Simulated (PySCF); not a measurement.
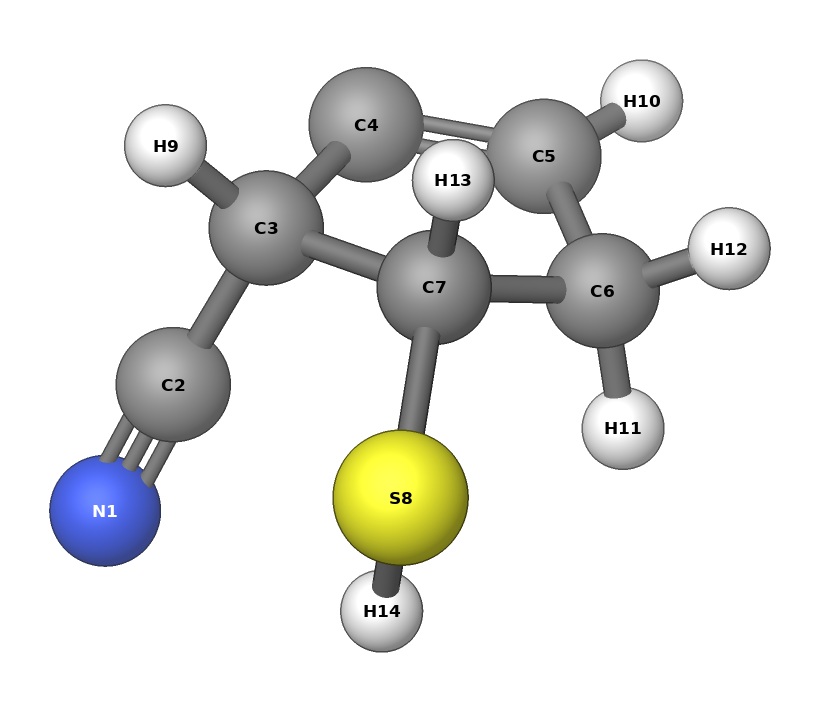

State: neutral, doublet. The geometry was computed by an optimisation with GFN2-xTB. No frequency run is at hand to confirm it as a minimum. Properties computed with UKS B3LYP, pcH-1 on C H N S, non-relativistic (PySCF 2.14.0).

Give the isotropic hyperfine couplings (Fermi-contact term alone) of N1, C2, C3, C4, C5, C6, C7, S8, H9, H10, H11, H12, H13, H14.

| atom | isotope | a_iso (MHz) |
| --- | --- | --- |
| N1 | 14N | −0.1 |
| C2 | 13C | 3.7 |
| C3 | 13C | 33.3 |
| C4 | 13C | 440.8 |
| C5 | 13C | 20.6 |
| C6 | 13C | 47.1 |
| C7 | 13C | 38.8 |
| S8 | 33S | 0.2 |
| H9 | 1H | 14.5 |
| H10 | 1H | 47.3 |
| H11 | 1H | −7.3 |
| H12 | 1H | −5.1 |
| H13 | 1H | −1.5 |
| H14 | 1H | −0.1 |
